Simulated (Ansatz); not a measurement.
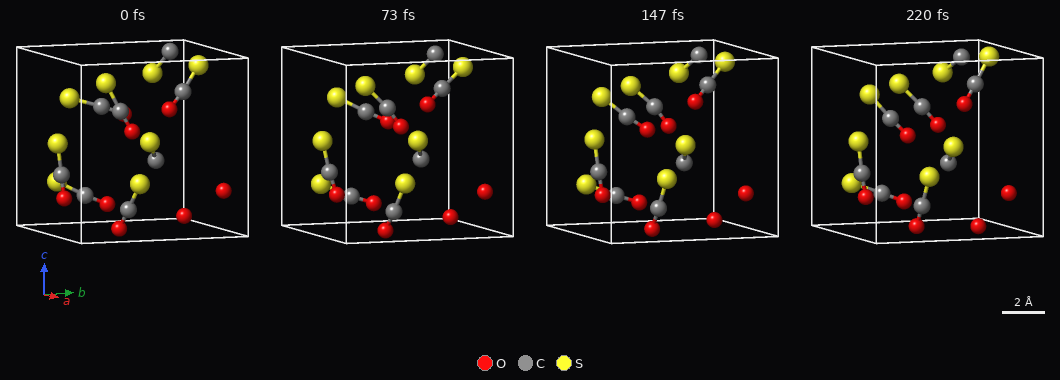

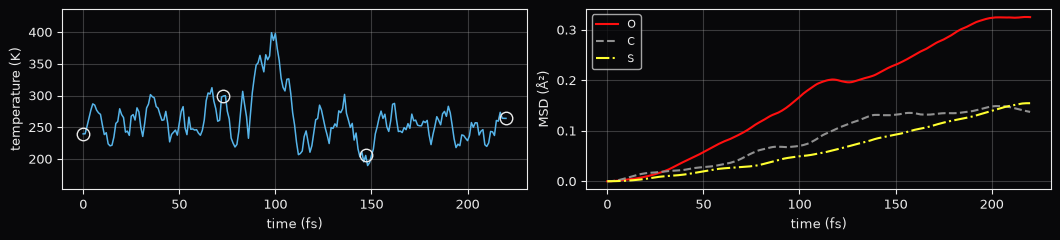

First-principles dynamics of a periodic cell with 8 OCS at 1.202 g/cm³, 220 fs long. It starts from the last geometry of an earlier run, with fresh velocities. Frames and the history of the run. Style: ball-and-stick. Shown: the simulation cell, slightly off an axis.

The calculation used DFT PBE, scalar-relativistic, plane waves, PAW (Ansatz). Run with plane-wave cutoff 420 eV; k-point mesh 1 × 1 × 1; Fermi-Dirac smearing 0.02 eV; low-accuracy preset; Langevin thermostat (NVT); set temperature 250 K; time step 1 fs; friction 0.02 per fs.

The input:
```yaml
accuracy: low
crystal:
  lattice:
    - [8.724141, 0.0, 0.0]
    - [0.0, 8.724141, 0.0]
    - [0.0, 0.0, 8.724141]
  atoms:
    - { symbol: O, position: [0.93911046, 0.87571062, 0.25504433] }
    - { symbol: C, position: [1.03307989, 0.82025483, 0.33500583] }
    - { symbol: S, position: [1.14553567, 0.74131322, 0.45163758] }
    - { symbol: O, position: [0.50900365, 0.41705754, 0.01651195] }
    - { symbol: C, position: [0.57533999, 0.44692257, 0.12894375] }
    - { symbol: S, position: [0.66083963, 0.48222683, 0.27928243] }
    - { symbol: O, position: [0.1493271, 0.48488421, 0.11494657] }
    - { symbol: C, position: [0.12400545, 0.36213311, 0.16610668] }
    - { symbol: S, position: [0.07745295, 0.21229244, 0.24480917] }
    - { symbol: O, position: [0.23954801, 0.90936534, 1.04129572] }
    - { symbol: C, position: [0.15193115, 0.85873629, 0.95758868] }
    - { symbol: S, position: [0.04305677, 0.79573022, 0.82706376] }
    - { symbol: O, position: [0.87770954, 0.35257485, 0.60129899] }
    - { symbol: C, position: [0.87158312, 0.28486682, 0.71716966] }
    - { symbol: S, position: [0.85597806, 0.20405483, 0.876503] }
    - { symbol: O, position: [0.55812557, 0.06966486, 0.20466026] }
    - { symbol: C, position: [0.55926045, 0.05324369, 0.33822989] }
    - { symbol: S, position: [0.57442099, 0.02446867, 0.5162626] }
    - { symbol: O, position: [0.65494408, 0.66077435, 0.69128503] }
    - { symbol: C, position: [0.62544891, 0.75339031, 0.78399471] }
    - { symbol: S, position: [0.5818949, 0.86291848, 0.92352883] }
    - { symbol: O, position: [0.33190791, 0.51439908, 0.63789074] }
    - { symbol: C, position: [0.29806627, 0.39301649, 0.68195889] }
    - { symbol: S, position: [0.24468786, 0.22277682, 0.7288226] }
basis:
  ecutwfc: 420.0
kpoints:
  mp_grid: { grid: [1, 1, 1] }
hamiltonian:
  xc: pbe
scf:
  occupations: { method: fermi_dirac, width: 0.02 }
  lower_state_search: "off"
md:
  timestep: 1
  n_steps: 220
  ensemble: nvt_langevin
  temperature: 250.0
  initial_velocities: maxwell_boltzmann
  seed: 649769
  friction: 0.02
```

Command:
```bash
ansatz run input.yaml --threads 1 --pin off --max-ram 3072MiB --backend cpu --events-out ev --progress --plain --runs-dir out
```

What happens in this trajectory?

In the second half of the run the atoms are, in the root-mean-square, this far from where they began (common drift taken out): O 0.51 Å, C 0.36 Å, S 0.33 Å. The heavy atoms stay within a fraction of a molecule's size of their starting places; so short a run doesn't tell a liquid from a solid. The mean temperature in the second half is 247 K (standard deviation 22 K). The potential energy in the second half lies on average 5.6 meV per atom above the first frame.

Limits of the set-up: the program's low-accuracy preset was used.

Cost: 12 min on 1 thread of Arm Neoverse V2, with other jobs on the host, peak memory 0.56 GiB.
